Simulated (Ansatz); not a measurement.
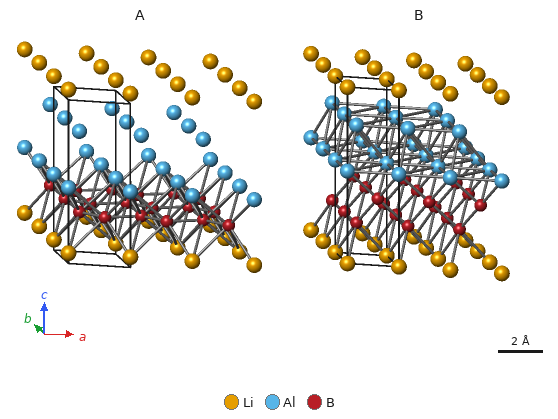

Two geometries of crystalline LiAl$_{2}$B$_{2}$ (a generated structure, set up in P3m1) (coarse preliminary run), drawn at one scale. One is the start of a relaxation, the other its converged end. A ball-and-stick model of the cell of the calculation, repeated 3 × 3 × 1 with one cell outlined, seen slightly off an axis.

These are results of Ansatz 0.2.0, DFT PBE, scalar-relativistic, plane waves, PAW, not measurements. Set-up: plane-wave cutoff 420 eV; k-point mesh 6 × 6 × 2; occupations gaussian; smearing width 0.1 eV; no spin polarisation; cell and atoms relaxed; force threshold 0.04 eV/Å; at most 70 steps.

> Which of the two is the end point?

Structure A is the relaxed one. Over 10 accepted moves (12 points after the start) the energy falls by 6.313 eV per cell of the calculation. The largest force component goes from 6.3 to 0.011 eV/Å. Pressure: 52.67 GPa at the start and −0.04 GPa at the end. The SCF was repeated twice at an unchanged geometry on a basis and grid sized afresh for the cell, which shifted the energy by 87.3 meV per cell of the calculation at most. A B atom moves most relative to the cell: 0.68 Å along −c. By element the largest moves are B 0.68 Å, Li 0.49 Å, Al 0.47 Å. The drawn cell changes as follows: a = b 2.492 → 2.999 Å (+20.4 %), c 8.359 → 7.752 Å (−7.3 %); the volume changes by +34.3 %. Near-neighbour distances that change, for instance: B–Li 3.332 → 2.365 Å, Al–B 3.102 → 2.302 Å, Al–Al 2.363 → 2.887 Å, Al–Al 2.492 → 2.999 Å. Bond angles that change, for instance: B–B–B 77.7° → 120.0°, Al–B–B 179.9° → 140.1°, Li–B–B 106.2° → 69.0°. The space group stays P3m1 (No. 156).

Limits of the set-up: the k-point mesh is coarse for a cell with partly filled bands.
